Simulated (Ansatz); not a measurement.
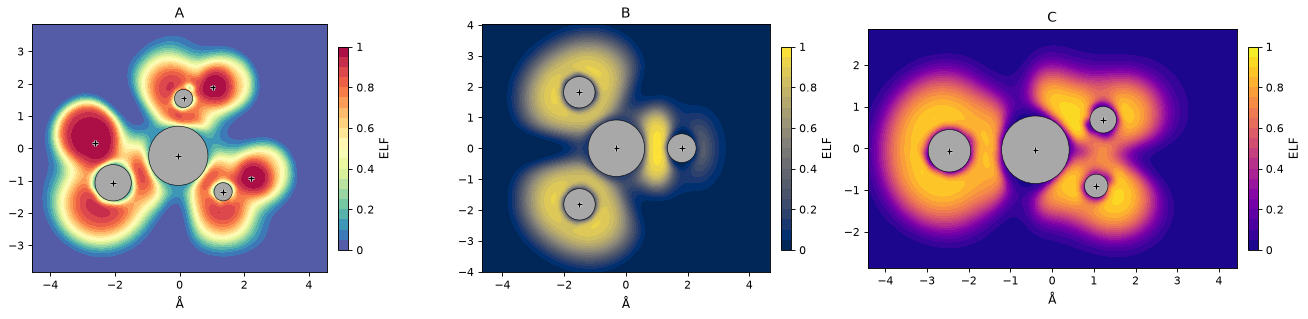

The electron localisation function of 3 systems, each on a plane through atoms (crosses mark nuclei in the plane; grey discs cover the cores).

Level of theory: isolated molecule in a Gaussian basis; Kohn-Sham density functional theory, functional PBE0 in Ansatz.

System 1: BCl2FGaH (SMILES F[BH][Ga]([Cl])[Cl]), the plane of atoms Cl2, Ga5 and Cl3. Geometry: B3LYP/6-31G*.

```xyz
6

B    -2.2693   -0.9048   -0.0700
Cl   -4.4110   -1.1812   -3.1762
Cl   -2.2586    1.7196   -2.7940
F    -1.2118   -1.6898   -0.0432
Ga   -2.9365   -0.1639   -1.9418
H    -2.8062   -0.6451    0.9672
```

System 2: AlClHNO, the plane of atoms Cl2, Al1 and O4. Geometry: PBE0-D3(BJ)/def2-SVP.

```xyz
5

Al    0.2656   -0.5453    0.3919
Cl    2.1080   -0.9820    1.2086
N    -1.4964   -0.6657    0.1764
O    -0.6608    0.4012   -0.6687
H    -1.8517   -1.3101   -0.5361
```

System 3: GaH3O2S, the molecular plane. Geometry: PBE0-D4/def2-SVP.

```yaml
atoms:
  - { symbol: Ga, position_ang: [-0.0453, -0.0788, -0.2268] }
  - { symbol: O, position_ang: [-1.4481, -1.1415, -0.4783] }
  - { symbol: O, position_ang: [0.4693, 0.5106, 1.3736] }
  - { symbol: S, position_ang: [1.1197, 0.5470, -1.9615] }
  - { symbol: H, position_ang: [-1.9318, -1.3916, 0.3146] }
  - { symbol: H, position_ang: [-0.0643, 0.2191, 2.1193] }
  - { symbol: H, position_ang: [1.9618, 1.2672, -1.1864] }
```

Which map belongs to which system?

Panel A is system 3, GaH3O2S: the plane holds Ga, O, S and H. Ga–O (1.78 Å): the ELF peaks at about 0.85 in the valence shell of O, 0.6 Å from its nucleus, and is about 0.25 at the midpoint. Panel B is system 1, BCl2FGaH: the plane holds B, Cl and Ga. Ga–B (2.12 Å): the ELF peaks at about 1 in the valence shell of B, 0.8 Å from its nucleus, and is about 0.80 at the midpoint. Panel C is system 2, AlClHNO: the plane holds Al, Cl, N and O. Al–O (1.70 Å): the ELF peaks at about 0.85 in the valence shell of O, 0.6 Å from its nucleus, and is about 0.40 at the midpoint.
